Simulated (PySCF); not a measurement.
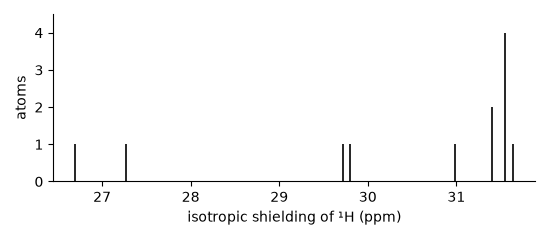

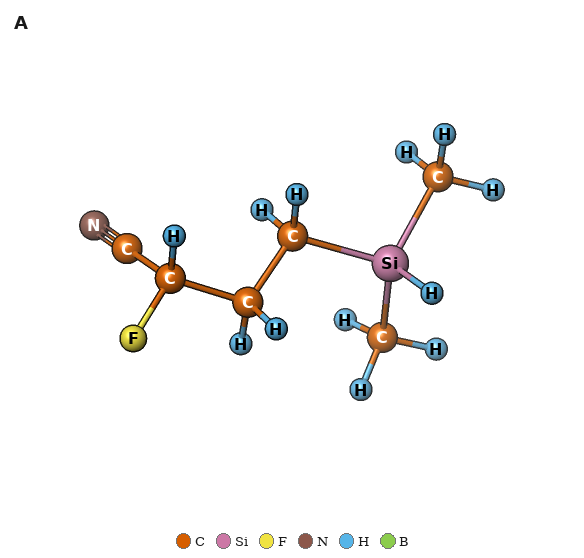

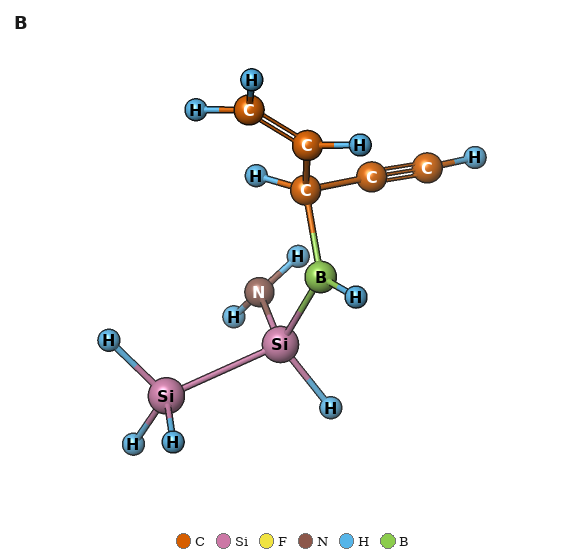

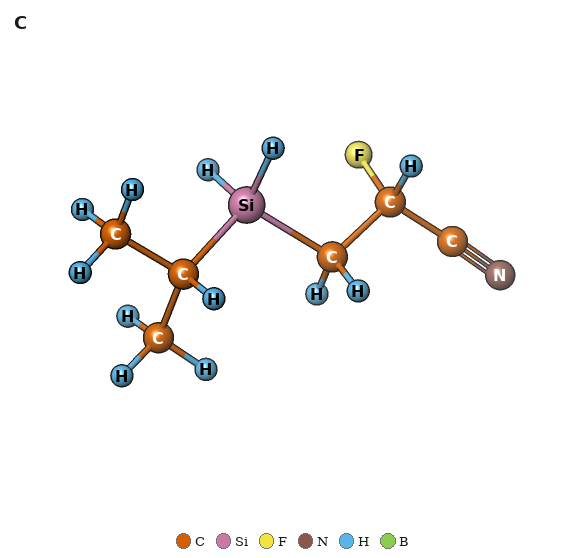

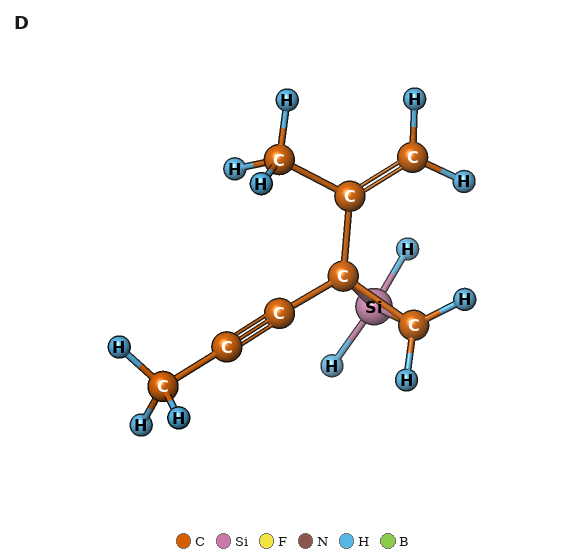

The sticks are computed shieldings of one of the molecules, for one fixed geometry (GFN2-xTB) without averaging over rotations. Low shielding means a high chemical shift. Method: GIAO PBE0/pcSseg-1 NMR shielding, non-relativistic, gas phase (PySCF 2.14.0).

### Match the spectrum to a structure.

A, `C[SiH](C)CC[C@H](F)C#N`. Its 12 H atoms give lines at 26.69, 27.27, 29.72, 29.80, 30.98, 31.40 (2 atoms), 31.55 (4 atoms), 31.64 ppm.

The geometry is semi-empirical. Around B, Si such bond lengths and angles can be off by a tenth of an ångström or more and by several degrees, and values that hang on the shape move with them.
